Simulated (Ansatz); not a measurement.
# NaGeBr3 (built on the sites of a database entry of CsGeBr3): the cell at rest

Aim: bring NaGeBr3 (built on the sites of a database entry of CsGeBr3) to small forces and stress, as phonons need.

Program: Ansatz 0.2.0. Level of theory: DFT PBEsol, scalar-relativistic, plane waves, PAW. Results are calculated unless marked as measured.

The structure was built from a prototype and need not be the compound's stable phase.

### Step 1. The starting structure

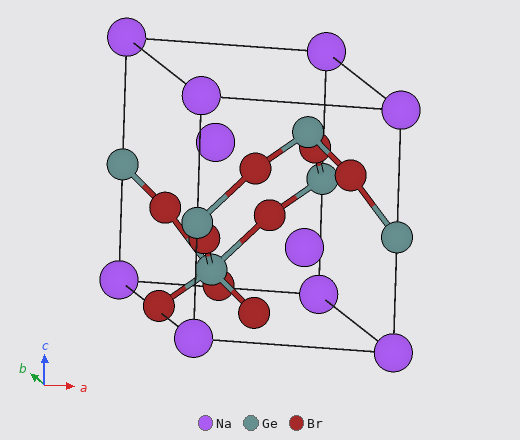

The starting structure, seen slightly off an axis (sodium purple, germanium teal, bromine red). This picture shows the conventional cell, with its axes. Some periodic images of atoms are drawn too.

Coordinates:

```cif
data_structure
_symmetry_space_group_name_H-M 'R3m:H'
_symmetry_Int_Tables_number 160
_cell_length_a 6.7216
_cell_length_b 6.7216
_cell_length_c 8.4711
_cell_angle_alpha 90.000
_cell_angle_beta 90.000
_cell_angle_gamma 120.000
_cell_volume 331.45
loop_
_atom_site_label
_atom_site_type_symbol
_atom_site_symmetry_multiplicity
_atom_site_Wyckoff_symbol
_atom_site_fract_x
_atom_site_fract_y
_atom_site_fract_z
_atom_site_occupancy
Na1 Na 3 a 0.33333 0.66667 0.66797 1
Ge1 Ge 3 a 0.33333 0.66667 0.14375 1
Br1 Br 9 b 0.01546 0.50773 0.01320 1
```

### Step 2. A coarse first look

A quick single point on a coarse mesh tells whether the cell has a gap and how far it is from rest, which sets the k mesh and smearing that follow.

The input, input.yaml:

```yaml
crystal:
  lattice:
    - [3.36078, 1.94035, 2.82371]
    - [-3.36078, 1.94035, 2.82371]
    - [0.0, -3.88069, 2.82371]
  atoms:
    - { symbol: Na, position: [0.00130404, 0.00130404, 0.00130404] }
    - { symbol: Ge, position: [0.47708291, 0.47708291, 0.47708291] }
    - { symbol: Br, position: [0.02866813, 0.50547246, 0.50547246] }
    - { symbol: Br, position: [0.50547246, 0.50547246, 0.02866813] }
    - { symbol: Br, position: [0.50547246, 0.02866813, 0.50547246] }
kpoints:
  mp_grid: { grid: [6, 6, 6] }
hamiltonian:
  xc: pbesol
scf:
  occupations: { method: gaussian, width: 0.1 }
output:
  forces: true
  stress: true
  eigenvalues: true
```

The run is started by

```bash
$ ansatz run input.yaml --threads 8 --pin off --max-ram 14336MiB --backend cpu --events-out ev --progress --plain --runs-dir out
```

Numbers of over 12 decimals in the logs are rounded to 6 here.

What it wrote:

```text
Engine: ansatz 0.2.0, x86_64-unknown-linux-gnu
Pseudopotentials: kind: paw
Pseudopotential: Na, paw, valence charge 9, recommended cutoff 420 eV (normal), Na.paw.azcp
Pseudopotential: Ge, paw, valence charge 14, recommended cutoff 420 eV (normal), Ge.paw.azcp
Pseudopotential: Br, paw, valence charge 7, recommended cutoff 420 eV (normal), Br.paw.azcp
Functional definition: PBEsol
  exchange = pbesol_x
[...]
k-point 0: bands = [... 18 lower, 4.2157, 4.4011, 4.4011, 4.6702, 8.6701, 11.5499, 11.7969, 11.7969, ... 1 higher]
  k-point 1: bands = [... 18 lower, 4.1212, 4.1472, 4.3675, 4.8910, 9.1635, 11.7709, 11.9300, 12.1779, ... 1 higher]
  k-point 2: bands = [... 18 lower, 3.8860, 4.0944, 4.3615, 5.8511, 10.1111, 11.3387, 12.1542, 12.9174, ... 1 higher]
  k-point 31: bands = [... 18 lower, 5.3894, 5.3894, 5.4328, 8.8061, 8.8803, 9.2846, 9.2846, 11.4091, ... 1 higher]
[key lines of the parts left out:]
SCF converged after 7 iterations
Free energy (F): -13939.771930 eV
Fermi energy:    8.784460 eV
P = ⅓ Tr σ = 24.2623 GPa (242.623 kbar)
```

Wall time 0.97 s (8 threads of Intel Xeon Platinum 8488C (Sapphire Rapids), shared host); peak memory 0.53 GiB.

Numbers from this step:

| Property | Result |
| --- | --- |
| pressure | 24.26 GPa |
| volume per atom | 22.10 Å³ |
| gap on the k-mesh | 0 eV |

The coarse mesh shows no gap and a pressure of 24.3 GPa.

### Step 3. Rough relaxation

The start is far from rest, so a relaxation with loose tolerances brings it close first.

input.yaml, as its differences from that of step 2:

```diff
@@ -21 +21,6 @@
   eigenvalues: true
+relax:
+  adjacent_minimum: "off"
+  f_tol: 0.05
+  max_steps: 80
+  cell: { stress_tol: 0.5 }
```

What it wrote:

```text
[...]
Crystal: 5 atoms, lattice volume = 110.482 Å³
Basis set: ecut = 420 eV, 2139 PW (Γ), exchange–correlation on 72×72×72 points (8 copies of the dense FFT grid, shifted against one another)
Bands: 27, of which v1, the nominal top of the filled ones, is band 22 counted from 1 (21 counted from 0)
Symmetry: 6 space group operations
[...]
k-points: 32 of 216 (time reversal used)
[...]
cell:  # Å, volume = 171.0324 Å³
    - [3.801270, 2.194666, 3.416885]
    - [-3.801270, 2.194666, 3.416885]
    - [0, -4.389326, 3.416889]
  atoms:
    - { symbol: Na, position: [-0.107199, -0.107199, -0.107199] }
    - { symbol: Ge, position: [0.505666, 0.505666, 0.505666] }
    - { symbol: Br, position: [0.043003, 0.538265, 0.538265] }
    - { symbol: Br, position: [0.538265, 0.538265, 0.043003] }
    - { symbol: Br, position: [0.538265, 0.043003, 0.538265] }
[key lines of the parts left out:]
SCF converged after 6 iterations
Free energy (F): -13943.188293 eV
Fermi energy:    3.311076 eV
P = ⅓ Tr σ = -0.0401 GPa (-0.401 kbar)
```

Wall time 22 s (8 threads); peak memory 0.69 GiB; 2.4 min of CPU time.

Relaxation path:

| step | energy less that of the first step (eV) | largest force component (eV/Å) | pressure (GPa) | volume (Å³) |
| --- | --- | --- | --- | --- |
| 1 | 0.0000 | 5.3812 | 24.26 | 110.48 |
| 2 | -2.3211 | 1.6240 | 9.58 | 127.31 |
| 3 | -2.9960 | 0.7642 | 3.12 | 145.34 |
| 4 | -3.1266 | 0.2662 | 0.57 | 154.64 |
| 5 | -3.1475 | 0.0491 | 0.05 | 154.46 |
| 6 | -3.1485 | 0.0573 | 0.00 | 154.67 |
| 7 | -3.1733 | 0.2082 | -0.47 | 157.27 |
| 8 | -3.2320 | 0.2579 | -0.56 | 158.77 |
| 9 | -3.2723 | 0.2395 | -0.24 | 158.14 |
| 10 | -3.3195 | 0.0822 | 0.30 | 157.89 |
| 11 | -3.3169 | 0.1019 | -0.24 | 163.56 |
| 12 | -3.3310 | 0.0287 | 0.03 | 160.34 |
| 13* | -3.3867 | 0.0353 | 0.70 | 160.34 |
| 14 | -3.4039 | 0.0883 | 0.19 | 164.64 |
| 15 | -3.4134 | 0.0559 | 0.05 | 168.95 |
| 16 | -3.4080 | 0.2165 | 0.23 | 171.82 |
| 17 | -3.4155 | 0.0136 | -0.03 | 171.03 |
| 18* | -3.4164 | 0.0139 | -0.04 | 171.03 |

Relaxation steps marked * repeat the geometry before them on a plane-wave basis chosen anew for their cell, so energy and pressure can jump there. Relaxation steps 11, 16 were tried and not accepted.

Forces are held to the 6 operations that the run works with; a distortion that breaks them can't arise in this run.

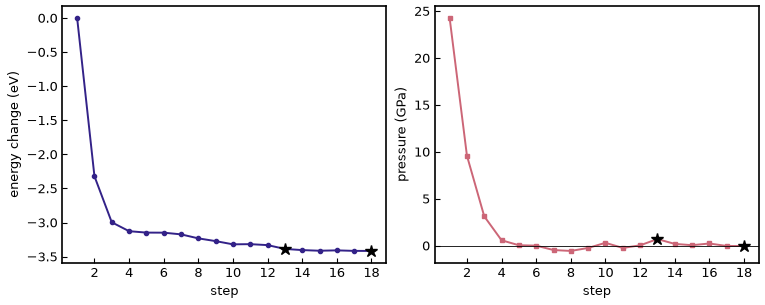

Energy and pressure along the relaxation. Stars mark steps on a basis chosen anew.

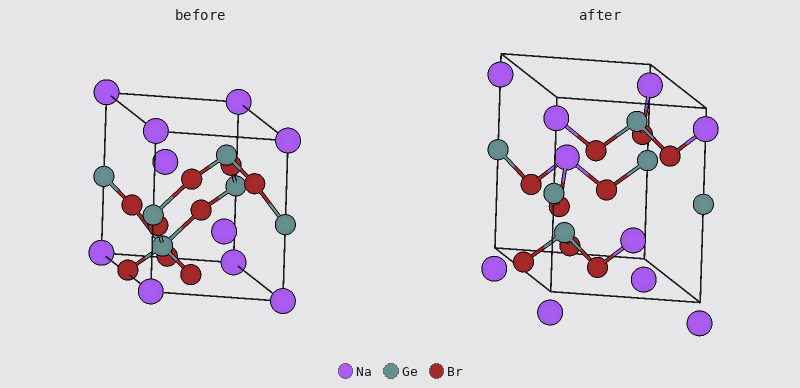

Before and after, at one scale. Bonds to atoms that aren't drawn are left out.

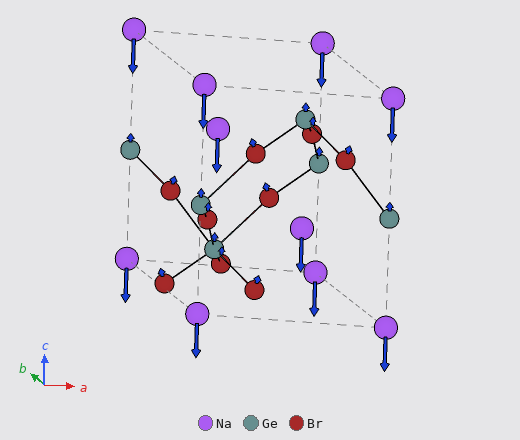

Displacements in the relaxation, exaggerated, measured against the changing cell; the longest in the cell stands for 1.11 Å. Some periodic images of atoms are drawn too.

| cell as run | before | after | change |
| --- | --- | --- | --- |
| a (Å) | 4.799 | 5.562 | +15.9 % |
| b (Å) | 4.799 | 5.562 | +15.9 % |
| c (Å) | 4.799 | 5.562 | +15.9 % |
| α (°) | 88.90 | 86.22 | -3.0 % |
| β (°) | 88.90 | 86.22 | -3.0 % |
| γ (°) | 88.90 | 86.22 | -3.0 % |
| volume (Å³/atom) | 22.10 | 34.21 | +54.8 % |

The atoms that moved most (Å, as changes of fractional coordinates times the final cell):

| atom | dx | dy | dz | length |
| --- | --- | --- | --- | --- |
| Na1 | 0.000 | 0.000 | -1.112 | 1.112 |
| Ge2 | 0.000 | 0.000 | 0.293 | 0.293 |
| Br3 | -0.070 | -0.041 | 0.273 | 0.285 |
| Br5 | 0.070 | -0.041 | 0.273 | 0.285 |
| Br4 | 0.000 | 0.081 | 0.273 | 0.285 |

The relaxed structure:

```xyz
5
Lattice="3.8013 2.1947 3.4169 -3.8013 2.1947 3.4169 0.0000 -4.3893 3.4169" Properties=species:S:1:pos:R:3 pbc="T T T"
Na    0.0000    0.0000   -1.0989
Ge    0.0000    0.0000    5.1834
Br   -1.8826   -1.0869    3.8253
Br    0.0000    2.1739    3.8253
Br    1.8826   -1.0869    3.8253
```

Numbers from this step:

| Quantity | Value |
| --- | --- |
| pressure | -0.04012 GPa |
| gap on the k-mesh | 0.8164 eV |
| volume per atom | 34.21 Å³ |
| direct gap on mesh | 0.8164 eV |

In this step the volume went from 22.10 to 34.21 Å³/atom.

### Step 4. Bringing the structure to rest

Harmonic phonons are second derivatives at a point where the forces vanish, and they are wanted at zero stress, so atoms and cell are relaxed first.

The input, input.yaml:

```yaml
crystal:
  lattice:
    - [3.8012695959, 2.1946660412, 3.4168846198]
    - [-3.8012695959, 2.1946660412, 3.4168846198]
    - [0.0, -4.3893260321, 3.416888506]
  atoms:
    - { symbol: Na, position: [-0.1071991044, -0.1071991044, -0.1071991044] }
    - { symbol: Ge, position: [0.5056655016, 0.5056655016, 0.5056655016] }
    - { symbol: Br, position: [0.0430029909, 0.538265306, 0.538265306] }
    - { symbol: Br, position: [0.538265306, 0.538265306, 0.0430029909] }
    - { symbol: Br, position: [0.538265306, 0.0430029909, 0.538265306] }
kpoints:
  mp_grid: { grid: [6, 6, 6] }
hamiltonian:
  xc: pbesol
scf:
  occupations: { method: gaussian, width: 0.02 }
output:
  forces: true
  stress: true
  eigenvalues: true
relax:
  adjacent_minimum: "off"
  f_tol: 0.005
  max_steps: 80
  cell: { stress_tol: 0.05 }
```

What it wrote:

```text
[...]
Crystal: 5 atoms, lattice volume = 171.032 Å³
Basis set: ecut = 420 eV, 3359 PW (Γ), exchange–correlation on 80×80×80 points (8 copies of the dense FFT grid, shifted against one another)
Bands: 27, of which v1, the nominal top of the filled ones, is band 22 counted from 1 (21 counted from 0)
Symmetry: 6 space group operations
[...]
k-points: 32 of 216 (time reversal used)
[...]
SCF iter   1: F=—  HF=-13943.191114 eV  |F-HF|=—  |Δ(HF+E_count)|=         —  Δρ=1.73e-3  dr2=8.09e-3  ethr=1.77e-3  ⟨swp⟩=7.9  Hψ=4310  notcnv=0
[...]
SCF iter   7: F=-13943.188293 eV  HF=-13943.188293 eV  |F-HF|=2.69e-7  |Δ(HF+E_count)|=   1.29e-6  Δρ=5.55e-6  dr2=7.63e-8  ethr=2.27e-10  ⟨swp⟩=8.8  Hψ=4580  notcnv=0
SCF 1 converged in 7 iterations: F = -13943.188293 eV  dr2 = 7.63e-8
[...]
relax step   1: F+E_penalty+E_count = -13943.18829287 eV  Δ(F+E_penalty+E_count) = +0.000e0 eV  max|allowed force component| = 1.398e-2 eV/Å  Δτ_max = 0.0000 Å  P = -0.040 GPa  Ω = 171.032 Å³  (7 SCF iters, dr2 threshold 1.00e-7 eV, accepted)
Crystal: 5 atoms, lattice volume = 170.798 Å³
[...]
SCF iter   5: F=-13943.188386 eV  HF=-13943.188386 eV  |F-HF|=6.64e-9  |Δ(HF+E_count)|=   1.69e-8  Δρ=1.32e-6  dr2=4.51e-9  ethr=2.78e-11  ⟨swp⟩=6.0  Hψ=3757  notcnv=0
SCF 2 converged in 5 iterations: F = -13943.188386 eV  dr2 = 4.51e-9
relax step   2: F+E_penalty+E_count = -13943.18838569 eV  Δ(F+E_penalty+E_count) = -9.282e-5 eV  max|allowed force component| = 6.717e-3 eV/Å  Δτ_max = 0.0007 Å  P = -0.004 GPa  Ω = 170.798 Å³  energy of the carried Pulay correction = +1.798e-5 eV  (5 SCF iters, dr2 threshold 1.22e-8 eV, accepted)
Crystal: 5 atoms, lattice volume = 170.768 Å³
[...]
SCF iter   5: F=-13943.188418 eV  HF=-13943.188418 eV  |F-HF|=5.57e-9  |Δ(HF+E_count)|=   1.69e-8  Δρ=9.48e-7  dr2=2.10e-9  ethr=6.41e-12  ⟨swp⟩=6.0  Hψ=3781  notcnv=0
SCF 3 converged in 5 iterations: F = -13943.188418 eV  dr2 = 2.10e-9
relax step   3: F+E_penalty+E_count = -13943.18841767 eV  Δ(F+E_penalty+E_count) = -3.198e-5 eV  max|allowed force component| = 1.638e-3 eV/Å  Δτ_max = 0.0016 Å  P = +0.010 GPa  Ω = 170.768 Å³  energy of the carried Pulay correction = +2.028e-5 eV  (5 SCF iters, dr2 threshold 2.82e-9 eV, accepted)
[...]
SCF iter   1: F=—  HF=-13943.188357 eV  |F-HF|=—  |Δ(HF+E_count)|=         —  Δρ=3.69e-6  dr2=9.96e-9  ethr=9.13e-7  ⟨swp⟩=3.3  Hψ=6552  notcnv=0
eigensolver tolerance schedule: the retry pair's looser diagonalisation over-reported the residual by 40315.30 of it (diagonalisation noise at an unbounded share of the residual, at the tolerance the schedule requests for it); recorded, not acted on — ethr = c·dr2/N_el stays at c = 1.0e-1
SCF iter   2: F=—  HF=-13943.188393 eV  |F-HF|=—  |Δ(HF+E_count)|=   3.52e-5  Δρ=2.19e-6  dr2=4.02e-9  ethr=2.26e-11  ⟨swp⟩=4.1  Hψ=2565  notcnv=0
[...]
SCF iter   6: F=-13943.188393 eV  HF=-13943.188393 eV  |F-HF|=1.46e-11  |Δ(HF+E_count)|=    0.00e0  Δρ=1.30e-7  dr2=1.23e-11  ethr=1.00e-12  ⟨swp⟩=4.1  Hψ=3006  notcnv=0
SCF 4 converged in 6 iterations: F = -13943.188393 eV  dr2 = 1.23e-11
relax step   4: F+E_penalty+E_count = -13943.18839268 eV  Δ(F+E_penalty+E_count) = +2.500e-5 eV  max|allowed force component| = 1.636e-3 eV/Å  Δτ_max = 0.0000 Å  P = +0.010 GPa  Ω = 170.768 Å³  stress off target by 1.97e-2 GPa  SCF on the basis re-selected at this cell (its energy is not comparable with the rows above)  (6 SCF iters)
basis re-selected at this cell: Δ(F+E_penalty+E_count) = +2.500e-5 eV, ΔP = +0.000 GPa vs the last step (what re-selecting the basis moved, of the pressure what is left beyond the Pulay correction that the steps carried, after the strain that the cell walked since its last selection, with what the two solves' SCF thresholds leave and, on support functions, any second-order correction that the steps lacked; it is no m [...]
SCF converged after 6 iterations
Free energy (F): -13943.188393 eV
[...]
Internal energy: -13943.188393 eV  (E = F + TS)
E sigma→0 (E₀):  -13943.188393 eV
Fermi energy:    3.334374 eV
[...]
--- Forces (eV/Å), atoms counted from 1 ---
  atom   1  Na    -0.00000000     0.00000000     0.00046738
  atom   2  Ge     0.00000000    -0.00000000    -0.00163550
  atom   3  Br     0.00051506     0.00029737     0.00039013
  atom   4  Br     0.00000000    -0.00059474     0.00039013
  atom   5  Br    -0.00051506     0.00029737     0.00039013
  max |Σ_I F_I| component: 2.27e-6 eV/Å
--- Stress (GPa, compression-positive) ---
        0.005031       0.000000      -0.000000
        0.000000       0.005031       0.000000
       -0.000000       0.000000       0.019706
  P = ⅓ Tr σ = 0.0099 GPa (0.099 kbar)
--- Band table (eV; the first three rows and the last of 32) ---
  k-point 0: bands = [... 18 lower, 0.2000, 0.5077, 0.5077, 0.6002, 4.9521, 6.9278, 7.6373, 7.6373, ... 1 higher]
  k-point 1: bands = [... 18 lower, 0.2029, 0.4406, 0.4546, 0.5639, 5.2139, 6.8680, 7.3592, 7.6891, ... 1 higher]
  k-point 2: bands = [... 18 lower, 0.1803, 0.2407, 0.5526, 0.7196, 5.6510, 5.8870, 7.3137, 7.5914, ... 1 higher]
  k-point 31: bands = [... 18 lower, 0.8747, 0.8747, 1.0321, 2.9253, 3.7435, 3.9642, 3.9642, 5.9627, ... 1 higher]
--- Relaxed structure (3 steps of the walk, 3 accepted, 1 SCFs on fresh bases) ---
[...]
cell:  # Å, volume = 170.7683 Å³
    - [3.795962, 2.191602, 3.421154]
    - [-3.795962, 2.191602, 3.421154]
    - [0, -4.383198, 3.421158]
  atoms:
    - { symbol: Na, position: [-0.107142, -0.107142, -0.107142] }
    - { symbol: Ge, position: [0.505494, 0.505494, 0.505494] }
    - { symbol: Br, position: [0.043106, 0.538271, 0.538271] }
    - { symbol: Br, position: [0.538271, 0.538271, 0.043106] }
    - { symbol: Br, position: [0.538271, 0.043106, 0.538271] }
```

Wall time 5 s (8 threads); peak memory 0.68 GiB; 33 s of CPU time.

(Continued in part 2 of 2.)

[Logs are printed without paths, hosts, clocks, repeated set-up lines and the standing remarks that a program may print on its own settings, such as how far it seeks lower states.]

[Hosts, paths, dates, database ids (printed as entryN), source tags and the programs' standing remarks are cut or masked in the printed files.]
